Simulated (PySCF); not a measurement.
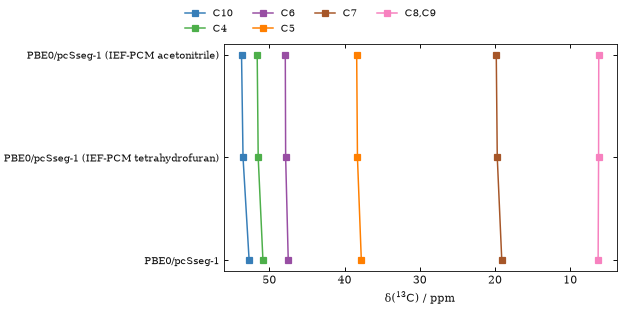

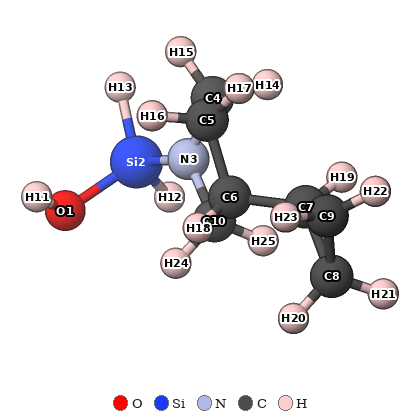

GIAO ¹³C shifts of C₇H₁₅NOSi, SMILES O[SiH2]N1CC[C@H](C2CC2)C1 at several levels, one geometry, PySCF, at a PBE0-D3(BJ)/def2-SVP geometry (no frequency check); values of one conformer, averaged over methyl-type rotors and exact or near symmetry; other conformers aren't averaged in; each against TMS at the same level.

Q: Which of the plotted signals depends most on the level, and by how much?

A: That of C10: from 52.7 ppm (PBE0/pcSseg-1) to 53.7 ppm (PBE0/pcSseg-1 (IEF-PCM acetonitrile)), a spread of 1.0 ppm. The steadiest, C8 and C9, moves by 0.1 ppm.

Q: Do all levels give the signals in the same order?

A: Yes, the order of the signals is the same at every level.
